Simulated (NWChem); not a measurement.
**r2SCAN/6-311++G(2d,2p) run of AlH3S (SMILES [AlH2][SH])**

Aim: the vertical ionisation energy of AlH3S at r2SCAN/6-311++G(2d,2p), from 2 runs. 

The calculation is run with NWChem 7.3.0.

4 further runs of the same task are left out: 4 that didn't finish.

**1. The molecule**

AlH3S: 5 atoms, total charge 0, spin state singlet. SMILES: `[AlH2][SH]`. The shape is that of a PBE0-D4/def2-TZVP optimisation.

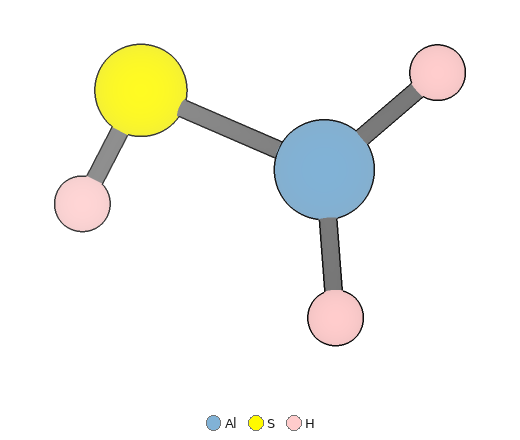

Viewed from a chosen angle; aluminium light blue, sulfur yellow, hydrogen pink.

**2. The energy at r2SCAN/6-311++G(2d,2p)**

m1.nw

```
start m1
title "AlH3S"
memory total 2200 mb

geometry noautosym nocenter noautoz
  Al    -0.616100    -0.064200    -0.181700
  S      1.129100    -0.343100     1.096600
  H     -1.981700    -0.650100     0.351100
  H     -0.441100     0.696000    -1.556400
  H      1.959700     0.287800     0.249000
end

basis "ao basis" spherical bse
  * library "6-311++G(2d,2p)"
end

dft
  xc r2scan
  grid fine
  convergence energy 1e-08
  maxiter 100
  mulliken
  noprint "final vectors analysis"
end

task dft energy
```

Command:

```console
$ nwchem m1.nw > m1.out
```

Output (excerpt; [...] marks lines left out):

```text
[...]
          Wavefunction type:  closed shell.
          No. of atoms     :     5
          No. of electrons :    32
[...]
          Charge           :     0
          Spin multiplicity:     1
[...]
          AO basis - number of functions:   100
[...]
              XC Information
              --------------
                      r^2SCAN Method XC Functional
               r^2SCAN metaGGA Exchange Functional  1.000
                     r^2SCAN Correlation Potential  1.000
[...]
 d= 0,ls=0.0,diis     1   -642.3811265382 -7.16D+02  6.60D-03  8.06D-01     4.5
[...]
 d= 0,ls=0.0,diis    10   -642.4098816581 -2.48D-10  1.47D-07  1.21D-10    31.6
         Total DFT energy =     -642.409881658079
      One electron energy =    -1036.106870542612
           Coulomb energy =      365.297057131251
    Exchange-Corr. energy =      -45.414973324790
 Nuclear repulsion energy =       73.814905078071
[...]
      Total Density - Mulliken Population Analysis
     ---------------------------------------------
    Atom       Charge   Shell Charges
 -----------   ------   -------------------------------------------------------
    1 Al  13    12.40   0.79  1.18  0.98  1.01  0.75  0.21  2.13  3.78  0.56  0.66  0.11  0.13 -0.06  0.03  0.14
    2 S   16    16.28   0.77  1.19  0.94  1.05  1.06  0.90  1.86  4.03  1.02  2.73  0.93 -0.10 -0.16  0.01  0.05
    3 H    1     1.19   0.24  0.60  0.37 -0.03  0.00  0.01
    4 H    1     1.20   0.24  0.60  0.37 -0.02  0.00  0.01
    5 H    1     0.93   0.24  0.49  0.11  0.03  0.01  0.05
[...]
```

It took 32 s on 1 thread of Intel Xeon Platinum 8259CL at 2.50GHz (Skylake/Cascade Lake), shared host; peak memory 0.12 GiB.

**3. The doublet cation, same level**

input.nw

```
echo
start input
title "AlH3S energy"
memory 2200 mb
charge 1
geometry noautosym nocenter noautoz
  Al    -0.616100    -0.064200    -0.181700
  S      1.129100    -0.343100     1.096600
  H     -1.981700    -0.650100     0.351100
  H     -0.441100     0.696000    -1.556400
  H      1.959700     0.287800     0.249000
end
basis spherical bse
  Al library "6-311++G(2d,2p)"
  S library "6-311++G(2d,2p)"
  H library "6-311++G(2d,2p)"
end
dft
  xc r2scan
  mult 2
  grid fine
  convergence energy 1e-08
  iterations 100
  mulliken
  noprint "final vectors analysis"
end
task dft
```

Command:

```console
$ nwchem input.nw > input.out
```

Output (excerpt; [...] marks lines left out):

```text
[...]
          Wavefunction type:  spin polarized.
          No. of atoms     :     5
          No. of electrons :    31
[...]
          Charge           :     1
          Spin multiplicity:     2
[...]
          AO basis - number of functions:   100
[...]
              XC Information
              --------------
                      r^2SCAN Method XC Functional
               r^2SCAN metaGGA Exchange Functional  1.000
                     r^2SCAN Correlation Potential  1.000
[...]
 d= 0,ls=0.0,diis     1   -641.7487114053 -7.16D+02  1.49D-02  1.14D+00     7.7
[...]
 d= 0,ls=0.5,diis    21   -642.0333577066 -5.16D-09  4.29D-07  2.17D-09    88.7
[...]
         Total DFT energy =     -642.033357708533
      One electron energy =    -1027.344724540690
           Coulomb energy =      356.650403619706
    Exchange-Corr. energy =      -45.153941865619
 Nuclear repulsion energy =       73.814905078071
[...]
      Total Density - Mulliken Population Analysis
     ---------------------------------------------
    Atom       Charge   Shell Charges
 -----------   ------   -------------------------------------------------------
    1 Al  13    12.39   0.79  1.18  0.98  1.01  0.82  0.26  2.13  3.78  0.55  0.61  0.10  0.10 -0.05  0.03  0.10
    2 S   16    15.62   0.78  1.19  0.94  1.04  1.15  0.84  1.86  4.03  0.98  2.54  0.46 -0.17 -0.11  0.01  0.07
    3 H    1     1.07   0.23  0.59  0.28 -0.04  0.00  0.02
    4 H    1     1.08   0.23  0.59  0.28 -0.03  0.00  0.02
    5 H    1     0.85   0.23  0.46  0.06  0.04  0.01  0.04
[...]
      <S2> =      0.7565 (Exact =     0.7500)
[...]
```

Run time: 95 s. Hardware: 1 thread of Intel Xeon Platinum 8259CL at 2.50GHz (Skylake/Cascade Lake), shared host; peak memory 0.12 GiB.

**4. Outcome**

Level: r2SCAN/6-311++G(2d,2p).

| quantity | value |
| --- | --- |
| singlet AlH3S: total energy | -642.40988 Eh |
| singlet AlH3S: dipole moment | 0.96 D |
| doublet cation: total energy | -642.03336 Eh |
| doublet cation: ⟨S²⟩ | 0.756 |
| vertical ionisation energy (to the doublet cation) | 10.246 eV |

In words: Removing an electron at fixed nuclei costs 10.25 eV (236 kcal/mol). Mulliken charges (singlet AlH3S) run from -0.28 on S2 to +0.60 on Al1; in a basis this large or diffuse they mean little. Mulliken charges (doublet cation) run from -0.08 on H4 to +0.61 on Al1; in a basis this large or diffuse they mean little.
